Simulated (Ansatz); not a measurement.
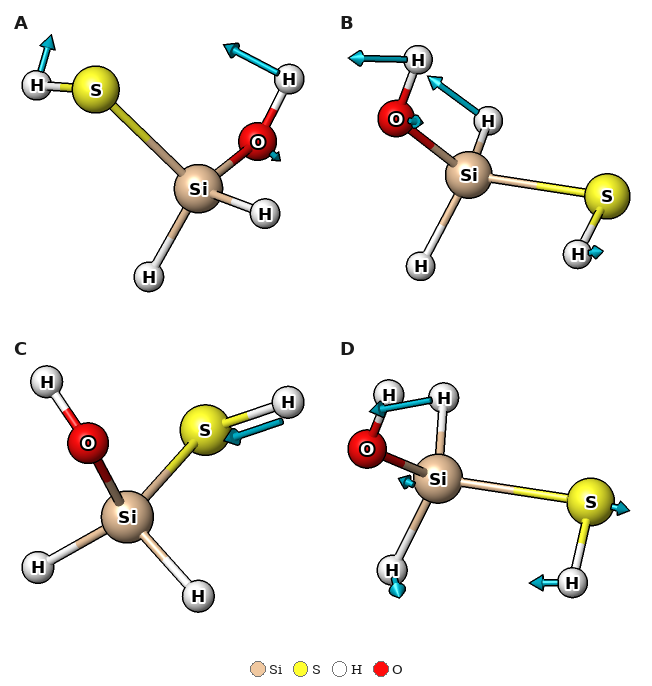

4 normal modes of one molecule or complex, as arrows. Harmonic vibrations computed with RKS PBE0-D4/def2-TZVP (Ansatz 0.2.0) at a stationary point of the same level.

Match the panels to the wavenumbers 314 cm⁻¹, 507 cm⁻¹, 839 cm⁻¹, 2707 cm⁻¹.

Answer. A: 314 cm⁻¹
B: 839 cm⁻¹
C: 2707 cm⁻¹, S–H stretching
D: 507 cm⁻¹
